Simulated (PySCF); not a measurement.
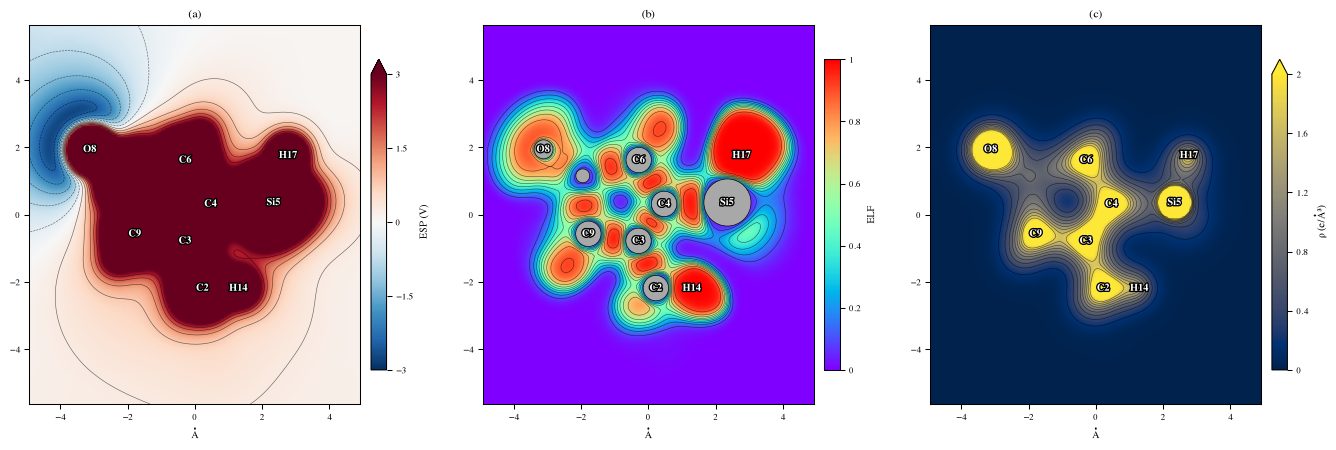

C6H13OPSi. (a) electrostatic potential; (b) electron localisation function; (c) electron density on the plane of atoms C3, C4 and Si5. Grey discs cover the atomic cores in the ELF map.

Geometry: GFN2-xTB.

Level of theory: PySCF 2.14.0, PBE0/pcSseg-1, SCF density, gas phase, non-relativistic.

```xyz
22

C     2.1715    1.3058   -0.8063
C     1.2115    0.2000   -1.2504
C     0.3340   -0.2432   -0.1227
C    -0.9574    0.0721    0.0151
Si   -1.9751    1.1135   -1.1785
C    -1.6186   -0.4597    1.2596
P    -0.5221   -1.8368    1.7619
O    -0.4496   -2.2275    3.1712
C     0.9458   -1.0788    0.9703
H     2.8336    0.9499   -0.0204
H     1.6122    2.1582   -0.4278
H     2.7795    1.6356   -1.6452
H     1.7941   -0.6504   -1.6151
H     0.5936    0.5686   -2.0709
H    -1.3533    2.4255   -1.3728
H    -2.0874    0.4228   -2.4664
H    -3.3049    1.2865   -0.5920
H    -1.6115    0.2814    2.0675
H    -2.6531   -0.7656    1.0991
H    -0.8674   -2.8776    0.8956
H     1.4403   -0.4591    1.7277
H     1.6740   -1.8021    0.5996
```

**What do the fields say about this system?**

The section cuts through C, Si, O and H sites.
C–C (1.34 Å): ρ is about 2.3 e/Å³ halfway; the ELF peaks at about 0.90 between the atoms (a short, multiple covalent bond).
C–Si (1.88 Å): ρ at the midpoint is about 0.93 e/Å³; the ELF peaks at about 0.95 between the atoms: a shared electron pair.
C–H (1.09 Å): the density is about 2 e/Å³ at the midpoint; the ELF climbs to about 1 towards the hydrogen, as it does in any bond to H; a covalent bond by its length.
C–C (1.50 Å): ρ is about 1.7 e/Å³ halfway; the ELF peaks at about 0.95 between the atoms (a shared electron pair).
The ELF also peaks beside O8, away from the bonds: lone-pair regions.
Outside the dense part of the molecule the potential is most negative (−2.7 V) near O8.
